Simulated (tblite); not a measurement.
**Run report: CH$_{8}$NP$_{2}$Si, geometry relaxation (part 2 of 2)**

Continued. System: CH$_{8}$NP$_{2}$Si, multiplicity 2. Method: GFN2-xTB geometry optimisation, gas phase (tblite 0.8.0). It belongs to a series of runs on one base structure; here: H removed from P.

Geometry of the input (Å):
```
C  -2.0492  0.1266  0.0209
N  -0.7037  0.2837  -0.4853
Si 0.7049  -0.1759  0.3871
P  1.0104  -2.2987  -0.0650
P  2.3357  1.0086  -0.4622
H  -2.3267  -0.9237  0.1693
H  -2.7608  0.5539  -0.7073
H  -2.1948  0.6725  0.9694
H  -0.6380  -0.1587  -1.3931
H  0.4944  0.0973  1.8269
H  2.4135  -2.2455  0.1503
H  1.6912  2.2644  -0.3940
H  2.0188  0.7961  -1.8204
```

### Trajectory as extended XYZ, continued
```
13
Properties=species:S:1:pos:R:3:forces:R:3 step=61 energy=-431.86371
C    -2.0843   -0.0224    0.0247    0.0750  -0.0850  -0.0010
N    -0.7869    0.4351   -0.4241   -0.0250   0.0360   0.0040
Si    0.6690   -0.1362    0.3059    0.0100   0.0570  -0.0420
P     1.0606   -2.2988   -0.0092    0.0840  -0.0770   0.0680
P     2.4163    1.0311   -0.5558   -0.0710   0.0480  -0.0420
H    -2.3506   -0.9997   -0.3958   -0.0110   0.0660  -0.0100
H    -2.8550    0.7040   -0.2387    0.0480  -0.0290  -0.0260
H    -2.0546   -0.1247    1.1073   -0.0120   0.0310  -0.0080
H    -0.7725    0.6056   -1.4207   -0.0480   0.0090   0.0570
H     0.6039    0.3131    1.7028   -0.0440  -0.0120   0.0360
H     2.2375   -2.2740    0.7374   -0.0530  -0.0400  -0.0520
H     1.6527    2.1617   -0.7736    0.0640   0.0010  -0.0240
H     2.2595    0.6055   -1.8640   -0.0160  -0.0060   0.0390
13
Properties=species:S:1:pos:R:3:forces:R:3 step=68 energy=-431.86946
C    -2.0678   -0.0342    0.0187   -0.0060  -0.0070   0.0010
N    -0.7755    0.4525   -0.4077   -0.0340  -0.0330   0.0650
Si    0.6822   -0.1295    0.3084   -0.0080   0.0150   0.0060
P     1.0371   -2.3135    0.0300   -0.0120   0.0160  -0.0010
P     2.4029    1.0573   -0.5687   -0.0180   0.0000  -0.0270
H    -2.3294   -0.9961   -0.4376    0.0260   0.0340   0.0290
H    -2.8340    0.6973   -0.2379   -0.0430  -0.0050  -0.0050
H    -2.0542   -0.1594    1.0994    0.0080  -0.0120  -0.0310
H    -0.7791    0.6702   -1.3930    0.0540   0.0150  -0.0150
H     0.6162    0.3013    1.7141   -0.0290  -0.0150  -0.0030
H     2.2278   -2.2999    0.7451    0.0200  -0.0180   0.0040
H     1.6283    2.1738   -0.8170    0.0350  -0.0150  -0.0270
H     2.2411    0.5810   -1.8575    0.0070   0.0260   0.0020
13
Properties=species:S:1:pos:R:3:forces:R:3 step=74 energy=-431.87195
C    -2.0629   -0.0445    0.0115   -0.0090   0.0210   0.0100
N    -0.7720    0.4748   -0.3759    0.0060  -0.0010  -0.0220
Si    0.6891   -0.1177    0.3231   -0.0020   0.0120   0.0140
P     1.0191   -2.3066    0.0435    0.0040   0.0090  -0.0010
P     2.3931    1.0706   -0.5895    0.0120  -0.0130  -0.0040
H    -2.3067   -0.9838   -0.4942   -0.0020  -0.0180   0.0040
H    -2.8392    0.6887   -0.2138    0.0050  -0.0170   0.0000
H    -2.0539   -0.2257    1.0838   -0.0060  -0.0030  -0.0100
H    -0.7556    0.7275   -1.3537   -0.0100   0.0150   0.0120
H     0.6278    0.3021    1.7321    0.0020  -0.0030  -0.0020
H     2.2016   -2.3244    0.7741   -0.0030   0.0030  -0.0060
H     1.6143    2.1731   -0.8765    0.0000   0.0080   0.0040
H     2.2410    0.5664   -1.8683    0.0040  -0.0120   0.0000
13
Properties=species:S:1:pos:R:3:forces:R:3 step=81 energy=-431.87254
C    -2.0628   -0.0539    0.0080   -0.0080  -0.0050   0.0050
N    -0.7752    0.4808   -0.3701   -0.0030  -0.0010   0.0090
Si    0.6898   -0.1048    0.3262   -0.0020  -0.0100  -0.0030
P     1.0167   -2.2947    0.0432   -0.0050   0.0000  -0.0030
P     2.3978    1.0694   -0.5978    0.0010  -0.0060   0.0130
H    -2.3048   -0.9852   -0.5146    0.0180   0.0070  -0.0080
H    -2.8443    0.6785   -0.1979   -0.0030   0.0000  -0.0170
H    -2.0522   -0.2587    1.0755    0.0080  -0.0010   0.0140
H    -0.7618    0.7683   -1.3381   -0.0070  -0.0010   0.0120
H     0.6345    0.3057    1.7389    0.0040   0.0080  -0.0170
H     2.1878   -2.3253    0.7913   -0.0030   0.0130  -0.0050
H     1.6227    2.1715   -0.8978    0.0030   0.0020  -0.0020
H     2.2473    0.5489   -1.8704   -0.0020  -0.0050   0.0020
13
Properties=species:S:1:pos:R:3:forces:R:3 step=88 energy=-431.87321
C    -2.0608   -0.0673    0.0047    0.0010  -0.0140  -0.0150
N    -0.7799    0.4990   -0.3477    0.0000   0.0180  -0.0130
Si    0.6900   -0.0939    0.3293   -0.0010  -0.0060  -0.0020
P     1.0025   -2.2844    0.0445   -0.0110  -0.0010  -0.0030
P     2.3998    1.0648   -0.6079    0.0050   0.0100   0.0150
H    -2.2830   -0.9847   -0.5508    0.0110   0.0030   0.0010
H    -2.8519    0.6590   -0.1872    0.0000  -0.0120   0.0200
H    -2.0493   -0.3078    1.0649   -0.0230   0.0120   0.0030
H    -0.7692    0.8295   -1.3014   -0.0020  -0.0030  -0.0020
H     0.6518    0.3175    1.7415    0.0080   0.0060   0.0040
H     2.1628   -2.3154    0.8081    0.0110  -0.0040   0.0000
H     1.6279    2.1632   -0.9308    0.0060  -0.0080  -0.0020
H     2.2549    0.5211   -1.8709   -0.0040  -0.0030  -0.0070
13
Properties=species:S:1:pos:R:3:forces:R:3 step=94 energy=-431.87348
C    -2.0602   -0.0695    0.0041    0.0130   0.0170   0.0050
N    -0.7812    0.5055   -0.3437   -0.0020  -0.0010   0.0220
Si    0.6888   -0.0921    0.3305    0.0000   0.0040  -0.0110
P     0.9965   -2.2830    0.0450    0.0020   0.0010   0.0060
P     2.4012    1.0630   -0.6069   -0.0020  -0.0020  -0.0050
H    -2.2725   -0.9862   -0.5540   -0.0050  -0.0290   0.0010
H    -2.8551    0.6513   -0.1888   -0.0140   0.0080  -0.0030
H    -2.0548   -0.3079    1.0650    0.0000  -0.0060  -0.0050
H    -0.7713    0.8351   -1.2974    0.0040   0.0060  -0.0180
H     0.6577    0.3202    1.7424    0.0000   0.0060   0.0110
H     2.1613   -2.3133    0.8031   -0.0030  -0.0060  -0.0090
H     1.6303    2.1608   -0.9334    0.0040  -0.0010   0.0000
H     2.2549    0.5166   -1.8694    0.0030   0.0020   0.0050
13
Properties=species:S:1:pos:R:3:forces:R:3 step=101 energy=-431.87391
C    -2.0605   -0.0711    0.0032   -0.0140  -0.0230  -0.0050
N    -0.7849    0.5164   -0.3349    0.0060  -0.0040  -0.0150
Si    0.6860   -0.0850    0.3363    0.0010   0.0000   0.0200
P     0.9809   -2.2781    0.0484   -0.0110  -0.0030  -0.0030
P     2.4046    1.0572   -0.6034    0.0040  -0.0100  -0.0110
H    -2.2523   -1.0035   -0.5393    0.0080   0.0170   0.0020
H    -2.8637    0.6341   -0.2141    0.0070  -0.0080   0.0050
H    -2.0660   -0.2929    1.0673   -0.0080   0.0040   0.0190
H    -0.7732    0.8435   -1.2901    0.0110   0.0050  -0.0010
H     0.6624    0.3300    1.7490   -0.0050  -0.0040  -0.0140
H     2.1679   -2.3188    0.7703   -0.0030   0.0090  -0.0020
H     1.6403    2.1582   -0.9309   -0.0020   0.0150  -0.0020
H     2.2541    0.5104   -1.8654    0.0060   0.0020   0.0080
13
Properties=species:S:1:pos:R:3:forces:R:3 step=108 energy=-431.87424
C    -2.0621   -0.0698    0.0071   -0.0010   0.0010   0.0010
N    -0.7870    0.5152   -0.3398    0.0000   0.0010  -0.0010
Si    0.6814   -0.0854    0.3374    0.0000   0.0010   0.0020
P     0.9681   -2.2798    0.0507    0.0000  -0.0010   0.0000
P     2.4095    1.0488   -0.5949    0.0010   0.0050   0.0070
H    -2.2399   -1.0225   -0.5030    0.0010   0.0000   0.0010
H    -2.8680    0.6200   -0.2442    0.0000   0.0000   0.0000
H    -2.0785   -0.2510    1.0793    0.0040  -0.0010  -0.0020
H    -0.7730    0.8274   -1.2999   -0.0030  -0.0010   0.0000
H     0.6508    0.3297    1.7490   -0.0010   0.0000  -0.0010
H     2.1817   -2.3104    0.7271   -0.0010  -0.0010   0.0000
H     1.6587    2.1630   -0.9113    0.0010  -0.0040  -0.0010
H     2.2539    0.5153   -1.8612   -0.0010   0.0000  -0.0040
```

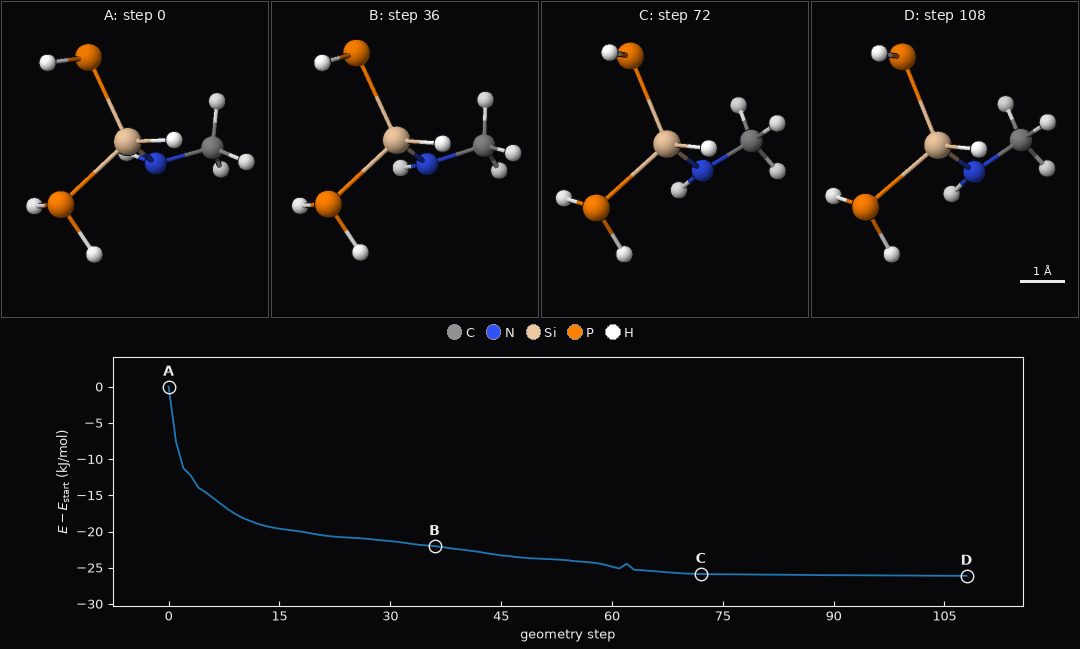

Frames of the relaxation (ball-and-stick view, seen at a tilt) above the curves, on which the letters mark them (steps are counted from 0).

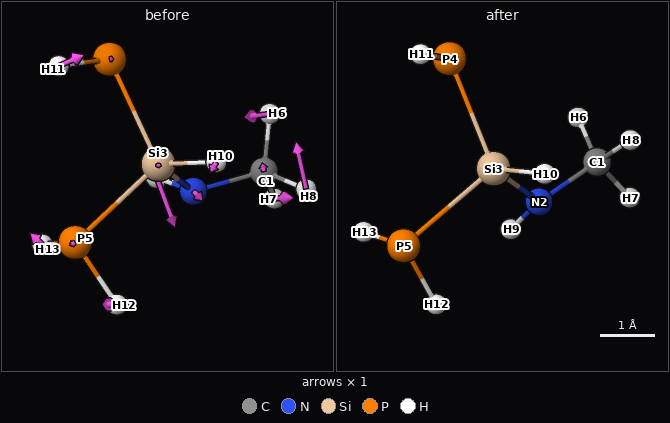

Before (left) and after (right) the relaxation, at one scale (ball-and-stick view, seen at a tilt). The pink arrows give the displacements, at true length. The atom that moves furthest after the best rigid fit is H9 (1.02 Å). By element the largest moves are H 1.02 Å, N 0.29 Å, C 0.19 Å, P 0.14 Å, Si 0.10 Å. Among the contacts that change: Si3–P5 2.187 → 2.268 Å, Si3–P4 2.192 → 2.232 Å, P5–H12 1.413 → 1.380 Å, P4–H11 1.421 → 1.390 Å. Among the angles that change: Si3–N2–H9 106.6° → 118.0°, N2–Si3–P4 105.6° → 113.7°, P5–Si3–H10 112.6° → 105.6°. The energy falls by 26.1 kJ/mol in 108 geometry steps. The largest force component goes from 1.1 to 0.007 eV/Å. (Atoms are counted from 1 in the order of the input.)

### Results in brief

| quantity | value |
| --- | --- |
| outcome | converged |
| total energy | −431.8742 eV |
| hardware | 1 CPU thread, shared host |
| wall time | 0.57 s |
| peak memory | 0.18 GiB |
